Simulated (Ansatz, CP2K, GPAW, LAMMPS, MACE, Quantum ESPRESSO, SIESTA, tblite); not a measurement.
## Running amorphous Ge (61 atoms) with GPAW

How do the settings of GPAW change the result for amorphous Ge (61 atoms)? A plane-wave run serves as the yardstick.

Method: the method is named at each step, in GPAW 26.7.0.

**1. The starting structure**

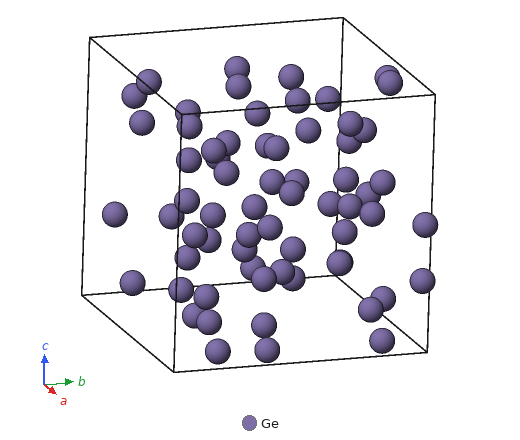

Start, viewed slightly off an axis; germanium purple. Some periodic images of atoms are drawn too.

The cell holds 61 atoms: 61 Ge. Its edges and angles: a = 11.512 Å, b = 11.512 Å, c = 11.512 Å, α = 90.0°, β = 90.0°, γ = 90.0°. 61 atoms (61 Ge) placed at random at 4.82 g/cm³, melted at 3500 K for 10 ps at fixed volume with the Tersoff potential (Tersoff, Phys. Rev. B 39, 5566 (1989)). Quenched from 3500 K to 100 K at 5 K/ps and fixed volume, held 5 ps, then minimised at fixed cell.

The yardstick, on the same geometry:

- method: Kohn-Sham DFT, PBE, SSSP efficiency 1.3.0 pseudopotentials, plane waves (Quantum ESPRESSO 7.5); sssp-pbe-1.3.0-efficiency, cutoffs 45/360 Ry, Γ point
- r.m.s. force component: 0.2388 eV/Å
- longest force: 1.209 eV/Å
- pressure: 0.331 GPa
- time: 3.4 min on 4 MPI ranks of Arm Neoverse V1, shared host
- CPU time: 13 min

**2. PBE, LCAO dzp, h 0.2 Å**

Method: Kohn-Sham DFT, PBE, PAW, atomic orbitals (dzp).

run.py

```python
import numpy as np
from ase.io import read
from gpaw import GPAW, FermiDirac

atoms = read("structure.xyz")
atoms.calc = GPAW(
    mode="lcao",
    basis="dzp",
    h=0.2,
    xc="PBE",
    kpts={"size": (1, 1, 1), "gamma": True},
    occupations=FermiDirac(0.05),
    maxiter=200,
    symmetry={"point_group": False},
    txt="gpaw.txt",
)
energy = atoms.get_potential_energy(force_consistent=True)
forces = atoms.get_forces()
print(f"energy {energy:.6f} eV")
print("forces (eV/A)")
for i, (a, f) in enumerate(zip(atoms, forces)):
    print(f"{i:4d} {a.symbol:2s} {f[0]:10.5f} {f[1]:10.5f} {f[2]:10.5f}")
print(f"Fermi level {atoms.calc.get_fermi_level():.4f} eV")
for k in range(len(atoms.calc.get_ibz_k_points())):
    for s in range(atoms.calc.get_number_of_spins()):
        e = atoms.calc.get_eigenvalues(kpt=k, spin=s)
        n = np.searchsorted(e, atoms.calc.get_fermi_level())
        print(f"k {k} spin {s} levels about the Fermi level:", np.round(e[max(n - 6, 0):n], 4).tolist(), "|", np.round(e[n:n + 6], 4).tolist())
```

structure.xyz

```xyz
61
Lattice="11.51210 0.00000 0.00000 0.00000 11.51210 0.00000 0.00000 0.00000 11.51210" Properties=species:S:1:pos:R:3 pbc="T T T"
Ge 7.06555 3.19656 0.66321
Ge 2.39498 10.98864 2.68980
Ge 11.49886 11.20024 3.21095
Ge 7.24445 3.10573 8.38346
Ge 2.22034 11.13220 6.70119
Ge 4.66919 5.60731 3.00995
Ge 10.37850 1.98215 6.52345
Ge 6.66251 2.58032 4.46934
Ge 10.27800 8.03073 7.61583
Ge 8.83070 4.96528 8.93512
Ge 7.64887 1.72025 10.32336
Ge 11.48516 2.12732 8.73596
Ge 3.71461 1.36925 10.53242
Ge 4.53427 7.91871 5.80026
Ge 3.22339 3.55563 2.37161
Ge 5.64139 9.97823 4.88447
Ge 1.60179 6.16035 10.11349
Ge 6.65434 5.03873 4.30034
Ge 5.06763 7.68421 1.67973
Ge 11.23489 4.45887 9.58267
Ge 11.37188 11.29314 5.67098
Ge 4.76601 9.15857 9.48804
Ge 7.88326 1.71668 6.43883
Ge 4.57583 3.46894 0.19260
Ge 11.37465 2.02659 0.73643
Ge 8.98301 8.33557 3.47435
Ge 10.07585 0.91153 10.48683
Ge 5.15558 4.50181 7.99181
Ge 2.71582 6.72583 4.22966
Ge 10.84267 4.41880 5.92228
Ge 9.57680 9.53490 5.76434
Ge 7.06371 9.98065 8.71397
Ge 8.91048 8.66470 9.65370
Ge 1.16422 5.26287 2.40718
Ge 10.16703 1.87544 2.82507
Ge 2.39452 1.61089 8.29562
Ge 3.29430 3.46123 6.74839
Ge 8.61577 5.12404 0.84246
Ge 5.44568 7.19495 10.82137
Ge 7.72692 1.63345 2.42560
Ge 10.99152 4.41719 0.49709
Ge 6.70580 9.22511 2.76141
Ge 4.16888 2.42479 4.58124
Ge 9.04034 6.04236 6.79720
Ge 3.09146 8.92867 7.59407
Ge 1.64082 5.38271 6.24865
Ge 7.27737 11.00568 1.16353
Ge 0.95136 7.40804 0.93018
Ge 8.67471 5.85574 3.18436
Ge 10.61208 4.31013 3.56910
Ge 3.67524 0.02187 4.70511
Ge 7.85793 6.62567 10.53219
Ge 2.76797 8.51803 2.21988
Ge 7.46583 10.75057 6.43158
Ge 9.40274 10.22873 11.50289
Ge 4.07344 5.31790 10.13284
[... 1 atom lines left out ...]
Ge 10.66999 9.19540 1.83825
Ge 2.27375 1.45006 1.11679
Ge 5.82685 11.43992 10.56753
Ge 1.24170 7.27576 7.92481
```

Run with:

```
OMP_NUM_THREADS=1 python run.py > output.txt
```

What it wrote:

```text
energy -253.868417 eV
forces (eV/A)
   0 Ge   -0.19570    0.43913   -0.02876
   1 Ge   -0.07308   -0.15057   -0.23362
   2 Ge   -0.11379   -0.31631   -0.00383
   3 Ge   -0.20641    0.10261   -0.09446
   4 Ge   -0.18658   -0.01490    0.17447
   5 Ge   -0.43507    0.08074    0.05352
   6 Ge    0.13197    0.25471    0.05025
   7 Ge    0.11385   -0.00530   -0.13708
   8 Ge    0.38390   -0.15810    0.22996
   9 Ge   -0.01319   -0.29737   -0.13812
  10 Ge    0.05623   -0.13499   -0.39809
  11 Ge   -0.16338   -0.39819    0.04642
  12 Ge   -0.09259   -0.02021   -0.19559
  13 Ge    0.12516   -0.04365   -0.08741
  14 Ge    0.09330    0.36655    0.07788
  15 Ge   -0.09572   -0.12539   -0.15470
  16 Ge   -0.11150    0.03298    0.22065
  17 Ge    0.19766   -0.13131    0.13125
  18 Ge   -0.14315   -0.05101    0.31568
  19 Ge    0.03368   -0.07785   -0.73541
  20 Ge    0.32323    0.14170    0.04059
  21 Ge    0.56530    0.34013   -0.75783
  22 Ge    0.03788   -0.01809    0.05808
  23 Ge    0.30148   -0.24074    0.05909
[...]
53 Ge    0.03419    0.33317   -0.20506
  54 Ge    0.21896    0.18425    0.10086
  55 Ge   -0.40995   -0.11022   -0.30208
  56 Ge    0.35381    0.38944    0.07639
  57 Ge    0.37179   -0.00485    0.02745
  58 Ge   -0.08101   -0.41185   -0.17749
  59 Ge    0.23532   -0.09906    0.28191
  60 Ge   -0.29651    0.21069    0.00117
Fermi level 4.8451 eV
k 0 spin 0 levels about the Fermi level: [4.1558, 4.335, 4.3576, 4.3965, 4.5308, 4.786] | [4.9235, 4.9798, 5.2179, 5.2709, 5.439, 5.4963]
```

gpaw.txt:

```text
Input parameters:
  mode=LCAO(),
  basis={'default': 'dzp'},
  h=0.2,
  kpts=MonkhorstPack(size=(1, 1, 1), gamma=True),
  maxiter=200,
  occupations=Occupations(name='fermi-dirac', width=0.05, fixmagmom=False),
  symmetry=Symmetry(point_group=False),
  xc=XC(name='PBE')
Unit cell  # Å
| periodic |         x |         y |         z |   lengths |    angles |
|----------|-----------|-----------|-----------|-----------|-----------|
|      yes | 11.512100 |  0.000000 |  0.000000 | 11.512100 | 90.000000 |
|      yes |  0.000000 | 11.512100 |  0.000000 | 11.512100 | 90.000000 |
|      yes |  0.000000 |  0.000000 | 11.512100 | 11.512100 | 90.000000 |
Number of symmetries: 1
Symmetry operations  # r_c * U_cc + t_c -> r_c
|   | kind |            matrix            |
|---|------|------------------------------|
| 0 |  E   |  1, 0, 0,  0, 1, 0,  0, 0, 1 |
BZ-sampling:
  Number of BZ points: 1
  Number of IBZ points: 1
  Monkhorst-Pack size: [1, 1, 1]
  Monkhorst-Pack shift: [0, 0, 0]
[... lines left out ...]
  Fermi-Dirac:
[... lines left out ...]
xc functional:
  name: PBE with 2 nearest neighbor stencil
interpolation: tri-quintic # 5. degree polynomial
Initialization done in: 7.978 s
convergence criteria:
- Maximum [total energy] change in last 3 cyles: 0.0005 eV / valence electron
- Maximum integral of absolute [dens]ity change: 0.0001 electrons / valence electron
- Maximum integral of absolute [eigenst]ate change: 4e-08 eV^2 / valence electron
maximum number of iterations: 200
SCF iterations
|iter     |      energy | eigst |  dens |
|---------|-------------|-------|-------|
|iter:   1| -254.108770 |      c|       |
|iter:   2| -254.021475 |      c| -1.05 |
|iter:   3| -258.050635 |      c| -1.08 |
|iter:   4| -259.962152 |      c| -1.27 |
|iter:   5| -254.068349 |      c| -1.16 |
|iter:   6| -253.891755 |      c| -1.86 |
|iter:   7| -253.822494 |      c| -2.10 |
|iter:   8| -253.814384c|      c| -2.36 |
|iter:   9| -253.810352c|      c| -2.58 |
|iter:  10| -253.806075c|      c| -2.72 |
|iter:  11| -253.805424c|      c| -3.00 |
|iter:  12| -253.805009c|      c| -3.47 |
|iter:  13| -253.805366c|      c| -3.60 |
|iter:  14| -253.805164c|      c| -3.96 |
|iter:  15| -253.805250c|      c| -4.26c|
Converged in 15 steps
SCF loop duration: 149.946 s (9.996 s/step)
Energy contributions relative to reference atoms: (reference = -3482955.909003)
Energy contributions:
  Kinetic:         795.770119
  Coulomb:        -723.808176
  Zero:              0.327015
  External:          0.000000
  Xc:             -326.031040
  Entropy:          -0.126335
  Spinorbit:         0.000000
  ----------------------------
  Free energy:    -253.868417
  Extrapolated:   -253.805250
dipole moment: (192.970808, 96.576172, -9.529651)  # |e|*Ang
Fermi level: 4.845
Eigenvalues  # (at kpt = [0.000, 0.000, 0.000])
| band index |      eig [eV] | occ [0-2] |
|------------|---------------|-----------|
|          0 |        -7.441 |     2.000 |
|        ... |               |           |
|        114 |         4.017 |     2.000 |
|        115 |         4.066 |     2.000 |
[...]
|        129 |         5.826 |     0.000 |
|        ... |               |           |
|        150 |         7.374 |     0.000 |
Gap: 0.138 eV
Transition (v -> c):
  (s=0, k=0, n=121, [0.00, 0.00, 0.00]) -> (s=0, k=0, n=122, [0.00, 0.00, 0.00])
No difference between direct/indirect transitions
Force computation time: 21.949  # s
timing:  # [seconds]
  Total:  179.897  # ━━━━━━━━━━━━━━━━━━━━━━━━━━━━━━━━━━━━━━━━━━━━━━━━━━━━━━━━
  Init:     7.977  # ━━╸
  SCF:    149.946  # ━━━━━━━━━━━━━━━━━━━━━━━━━━━━━━━━━━━━━━━━━━━━━━╸
  Forces:  21.949  # ━━━━━━━
```

Wall time 3 min (1 thread of Arm Neoverse V1, shared host); peak memory 1.3 GiB.

Banners, paths, timers and routine set-up lines are dropped from the logs unmarked, and long logs keep their key lines alone; longer cuts are marked.

Against the reference:

```
r.m.s. force component                  : 0.2559 eV/Å
r.m.s. difference of force components   : 42.85 meV/Å
longest difference of force vectors     : 182.8 meV/Å
force difference over r.m.s. force      : 17.94 %
slope of forces against the reference's : 1.058
correlation of force components         : 0.9874
```

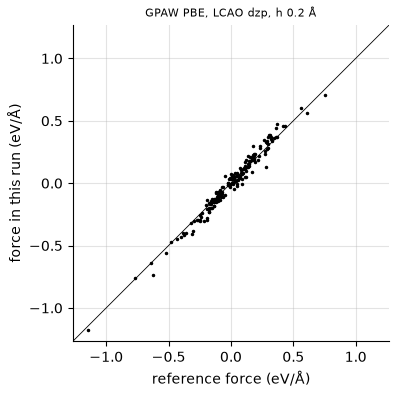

Force components against those of the reference; the line marks equality.

Local excerpt of 11 atoms (numbers count through the whole input) about Ge32, which bears the longest force; x, y, z are measured from there.

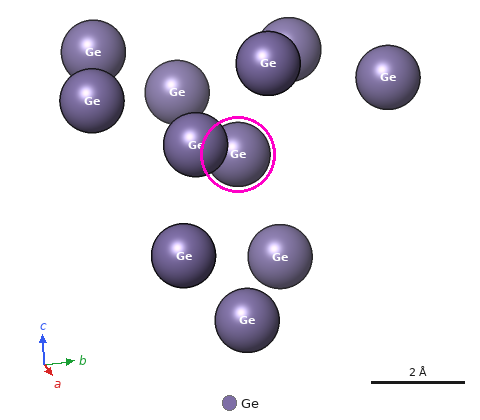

The atoms of the table, within 3.9 Å (arrows a, b, c point along x, y, z); some may hide others; the central atom is ringed.

```
atom      x      y      z  distance (Å)  bonds     Fx     Fy  Fz (eV/Å)
Ge32   0.00   0.00   0.00          0.00      4  -1.17  -0.25       0.28
Ge54   0.40   0.77  -2.28          2.44      4   0.03   0.33      -0.21
Ge33   1.85  -1.32   0.94          2.45      4   0.30  -0.02       0.11
Ge22  -2.30  -0.82   0.77          2.56      4   0.57   0.34      -0.76
Ge60  -1.24   1.46   1.85          2.66      5   0.24  -0.10       0.28
Ge55   2.34   0.25   2.79          3.65      4   0.22   0.18       0.10
Ge11   0.59   3.25   1.61          3.68      4   0.06  -0.13      -0.40
Ge39  -1.62  -2.79   2.11          3.85      4   0.14   0.18       0.02
Ge52   0.79  -3.35   1.82          3.90      4   0.01  -0.06       0.12
Ge31   2.51  -0.45  -2.95          3.90      4  -0.15   0.06      -0.29
 Ge9   3.21  -1.95  -1.10          3.92      4   0.38  -0.16       0.23
```

Atoms are counted from 1 here, from 0 in the log.

Forces lie 18 % from the reference's, at 0.22 times its CPU time (on 1 against 4 cores).

**3. RPBE, LCAO dzp, h 0.2 Å**

Method: Kohn-Sham DFT, RPBE, PAW, atomic orbitals (dzp).

run.py, as its differences from that of step 2:

```diff
@@ -9,3 +9,3 @@
     h=0.2,
-    xc="PBE",
+    xc="RPBE",
     kpts={"size": (1, 1, 1), "gamma": True},
```

structure.xyz is that of step 2.

What it wrote:

```text
energy -233.111391 eV
forces (eV/A)
   0 Ge   -0.21348    0.45769   -0.02314
   1 Ge   -0.05346   -0.15529   -0.27114
   2 Ge   -0.12141   -0.31096   -0.00908
   3 Ge   -0.22985    0.09360   -0.10385
   4 Ge   -0.19352   -0.02955    0.20189
   5 Ge   -0.44699    0.07831    0.04506
[...]
58 Ge   -0.07403   -0.43416   -0.18251
  59 Ge    0.20685   -0.12696    0.29661
  60 Ge   -0.30842    0.23734    0.00816
Fermi level 4.9895 eV
k 0 spin 0 levels about the Fermi level: [4.2788, 4.4595, 4.482, 4.521, 4.6702, 4.9317] | [5.065, 5.1277, 5.3736, 5.4327, 5.603, 5.6589]
```

gpaw.txt:

```text
Input parameters:
  mode=LCAO(),
  basis={'default': 'dzp'},
  h=0.2,
  kpts=MonkhorstPack(size=(1, 1, 1), gamma=True),
  maxiter=200,
  occupations=Occupations(name='fermi-dirac', width=0.05, fixmagmom=False),
[... lines left out ...]
  Fermi-Dirac:
[... lines left out ...]
convergence criteria:
- Maximum [total energy] change in last 3 cyles: 0.0005 eV / valence electron
[... lines left out ...]
Converged in 15 steps
[... lines left out ...]
  Free energy:    -233.111391
[... lines left out ...]
Fermi level: 4.990
[... lines left out ...]
|        ... |               |           |
|        150 |         7.538 |     0.000 |
Gap: 0.133 eV
Transition (v -> c):
  (s=0, k=0, n=121, [0.00, 0.00, 0.00]) -> (s=0, k=0, n=122, [0.00, 0.00, 0.00])
No difference between direct/indirect transitions
Force computation time: 22.607  # s
timing:  # [seconds]
  Total:  177.556  # ━━━━━━━━━━━━━━━━━━━━━━━━━━━━━━━━━━━━━━━━━━━━━━━━━━━━━━━━
  Init:     8.118  # ━━╸
  SCF:    146.800  # ━━━━━━━━━━━━━━━━━━━━━━━━━━━━━━━━━━━━━━━━━━━━━━╸
  Forces:  22.607  # ━━━━━━━
```

Run time: 3 min. Hardware: 1 thread; peak memory 1.3 GiB.

Compared with the plane-wave run:

* r.m.s. force component: 0.2629 eV/Å
* r.m.s. difference of force components: 57.16 meV/Å
* longest difference of force vectors: 230 meV/Å
* force difference over r.m.s. force: 23.94 %
* slope of forces against the reference's: 1.077
* correlation of force components: 0.9786

Against the first run (18 %), the force difference from the reference is 24 %, at 0.99 times the CPU time; the model has changed, so this is no error of the program alone.

**4. PBE, LCAO dzp, h 0.25 Å**

Method: Kohn-Sham DFT, PBE, PAW, atomic orbitals (dzp).

run.py, as its differences from that of step 3:

```diff
@@ -8,4 +8,4 @@
     basis="dzp",
-    h=0.2,
-    xc="RPBE",
+    h=0.25,
+    xc="PBE",
     kpts={"size": (1, 1, 1), "gamma": True},
```

structure.xyz is that of step 3.

What it wrote:

```text
energy -252.979739 eV
forces (eV/A)
   0 Ge   -0.23530    0.41661    0.00219
   1 Ge   -0.06966   -0.15788   -0.25336
   2 Ge   -0.09431   -0.31713   -0.01199
   3 Ge   -0.23132    0.09005   -0.07673
   4 Ge   -0.17522   -0.03795    0.21042
   5 Ge   -0.42258    0.02592    0.09357
   6 Ge    0.09899    0.25219    0.04884
   7 Ge    0.12871    0.02383   -0.10295
   8 Ge    0.40830   -0.16596    0.25283
   9 Ge    0.01533   -0.28622   -0.16834
  10 Ge    0.03052   -0.16158   -0.40712
  11 Ge   -0.13543   -0.38887    0.03555
[...]
56 Ge    0.35435    0.40684    0.07663
  57 Ge    0.38076   -0.01265    0.07401
  58 Ge   -0.08606   -0.43237   -0.20093
  59 Ge    0.21569   -0.07467    0.26877
  60 Ge   -0.31223    0.17996    0.00957
Fermi level 4.8454 eV
k 0 spin 0 levels about the Fermi level: [4.1559, 4.335, 4.3577, 4.3966, 4.5312, 4.7863] | [4.9238, 4.9802, 5.2184, 5.2715, 5.4395, 5.4969]
```

gpaw.txt:

```text
Input parameters:
  mode=LCAO(),
  basis={'default': 'dzp'},
  h=0.25,
  kpts=MonkhorstPack(size=(1, 1, 1), gamma=True),
  maxiter=200,
  occupations=Occupations(name='fermi-dirac', width=0.05, fixmagmom=False),
  symmetry=Symmetry(point_group=False),
  xc=XC(name='PBE')
[... lines left out ...]
  Fermi-Dirac:
[... lines left out ...]
convergence criteria:
- Maximum [total energy] change in last 3 cyles: 0.0005 eV / valence electron
[... lines left out ...]
Converged in 15 steps
[... lines left out ...]
  Free energy:    -252.979739
[... lines left out ...]
Fermi level: 4.845
[... lines left out ...]
|          0 |        -7.440 |     2.000 |
|        ... |               |           |
|        114 |         4.018 |     2.000 |
|        115 |         4.066 |     2.000 |
[...]
|        129 |         5.826 |     0.000 |
|        ... |               |           |
|        150 |         7.374 |     0.000 |
Gap: 0.138 eV
Transition (v -> c):
  (s=0, k=0, n=121, [0.00, 0.00, 0.00]) -> (s=0, k=0, n=122, [0.00, 0.00, 0.00])
No difference between direct/indirect transitions
Force computation time: 15.240  # s
timing:  # [seconds]
  Total:  126.129  # ━━━━━━━━━━━━━━━━━━━━━━━━━━━━━━━━━━━━━━━━━━━━━━━━━━━━━━━━
  Init:     6.805  # ━━━
  SCF:    104.055  # ━━━━━━━━━━━━━━━━━━━━━━━━━━━━━━━━━━━━━━━━━━━━━━
  Forces:  15.240  # ━━━━━━━
```

It took 2.1 min on 1 thread; peak memory 0.86 GiB.

Numbers from this run, and their distance from the reference:

* r.m.s. force component: 0.2545 eV/Å
* r.m.s. difference of force components: 46.79 meV/Å
* longest difference of force vectors: 193.6 meV/Å
* force difference over r.m.s. force: 19.59 %
* slope of forces against the reference's: 1.049
* correlation of force components: 0.984
* energy less the same-level run's: 14.57 meV/atom
* r.m.s. force difference from the same-level run: 24.22 meV/Å

This is a coarse setting, run to see what it loses.

Against the first run (18 %), the force difference from the reference is 20 %, at 0.70 times the CPU time: the grid matters here.

**5. PBE, LCAO szp(dzp), h 0.2 Å**

Method: Kohn-Sham DFT, PBE, PAW, atomic orbitals (szp(dzp)).

run.py, as its differences from that of step 4:

```diff
@@ -7,4 +7,4 @@
     mode="lcao",
-    basis="dzp",
-    h=0.25,
+    basis="szp(dzp)",
+    h=0.2,
     xc="PBE",
```

structure.xyz is that of step 4.

What it wrote:

```text
energy -244.512269 eV
forces (eV/A)
   0 Ge   -0.29649    0.57338   -0.02281
   1 Ge    0.02391   -0.18321   -0.34089
   2 Ge   -0.23855   -0.29959   -0.07425
   3 Ge   -0.29197    0.17393   -0.09913
   4 Ge   -0.25802   -0.02120    0.21887
   5 Ge   -0.44772   -0.01045    0.00328
   6 Ge    0.15771    0.24747   -0.06237
   7 Ge    0.12407   -0.04668   -0.13449
   8 Ge    0.53230   -0.15465    0.29148
   9 Ge    0.03651   -0.40365   -0.05279
  10 Ge    0.13824   -0.24265   -0.40453
  11 Ge   -0.18666   -0.43560    0.10013
  12 Ge   -0.09130   -0.04502   -0.30843
  13 Ge    0.13867   -0.19230   -0.19242
  14 Ge   -0.04004    0.36494    0.14315
  15 Ge   -0.12416   -0.06288   -0.16446
  16 Ge   -0.06257    0.03971    0.35207
  17 Ge    0.21704   -0.17186    0.12576
  18 Ge   -0.07987   -0.06861    0.32089
  19 Ge    0.04823    0.04901   -0.89803
  20 Ge    0.38196    0.17462    0.17386
  21 Ge    0.43456    0.40243   -0.74719
  22 Ge    0.07139   -0.01405    0.04986
  23 Ge    0.44294   -0.21515    0.09574
[...]
53 Ge    0.03358    0.38745   -0.28744
  54 Ge    0.19928    0.22212    0.13892
  55 Ge   -0.59476   -0.15472   -0.37556
  56 Ge    0.49729    0.59901    0.24437
  57 Ge    0.54529   -0.12833    0.00873
  58 Ge   -0.10531   -0.40683   -0.14984
  59 Ge    0.25242   -0.10523    0.36291
  60 Ge   -0.38326    0.25828   -0.06474
Fermi level 4.6511 eV
k 0 spin 0 levels about the Fermi level: [3.9493, 4.1015, 4.1439, 4.1709, 4.3282, 4.6044] | [4.7144, 4.7861, 5.0253, 5.0903, 5.2862, 5.326]
```

gpaw.txt:

```text
Input parameters:
  mode=LCAO(),
  basis={'default': 'szp(dzp)'},
  h=0.2,
  kpts=MonkhorstPack(size=(1, 1, 1), gamma=True),
  maxiter=200,
  occupations=Occupations(name='fermi-dirac', width=0.05, fixmagmom=False),
  symmetry=Symmetry(point_group=False),
  xc=XC(name='PBE')
Unit cell  # Å
| periodic |         x |         y |         z |   lengths |    angles |
[... lines left out ...]
  Fermi-Dirac:
[... lines left out ...]
convergence criteria:
- Maximum [total energy] change in last 3 cyles: 0.0005 eV / valence electron
[... lines left out ...]
Converged in 14 steps
[... lines left out ...]
  Free energy:    -244.512269
  Extrapolated:   -244.443442
dipole moment: (194.224995, 96.866784, -9.310709)  # |e|*Ang
Fermi level: 4.651
Eigenvalues  # (at kpt = [0.000, 0.000, 0.000])
| band index |      eig [eV] | occ [0-2] |
|------------|---------------|-----------|
|          0 |        -7.696 |     2.000 |
|        ... |               |           |
|        114 |         3.800 |     2.000 |
|        115 |         3.847 |     2.000 |
[...]
|        129 |         5.675 |     0.000 |
|        ... |               |           |
|        150 |         7.344 |     0.000 |
Gap: 0.110 eV
Transition (v -> c):
  (s=0, k=0, n=121, [0.00, 0.00, 0.00]) -> (s=0, k=0, n=122, [0.00, 0.00, 0.00])
No difference between direct/indirect transitions
Force computation time: 16.448  # s
timing:  # [seconds]
  Total:  133.187  # ━━━━━━━━━━━━━━━━━━━━━━━━━━━━━━━━━━━━━━━━━━━━━━━━━━━━━━━━
  Init:     7.428  # ━━━
  SCF:    109.280  # ━━━━━━━━━━━━━━━━━━━━━━━━━━━━━━━━━━━━━━━━━━━━━━
  Forces:  16.448  # ━━━━━━━
```

The job ended after 2.2 min (1 thread; peak memory 1.2 GiB).

Compared with the plane-wave run:

```yaml
r_m_s_force_component: 0.3014 eV/Å
r_m_s_difference_of_force_components: 120.6 meV/Å
longest_difference_of_force_vectors: 500.4 meV/Å
force_difference_over_r_m_s_force: 50.49 %
slope_of_forces_against_the_reference_s: 1.169
correlation_of_force_components: 0.9262
```

This is a coarse setting, run to see what it loses.

Against the first run (18 %), the force difference from the reference is 50 %, at 0.74 times the CPU time, with 549 basis functions against 793: the smaller basis costs accuracy.

(Continued in part 2 of 2.)

[Also dropped from logs without a mark: logging warnings of Python, and SIESTA's first energy breakdown and zero terms.]

[Logs are printed without paths, hosts, clocks, repeated set-up lines and the standing remarks that a program may print on its own settings, such as how far it seeks lower states.]

[Hosts, paths, dates, database ids (printed as entryN), source tags and the programs' standing remarks are cut or masked in the printed files.]
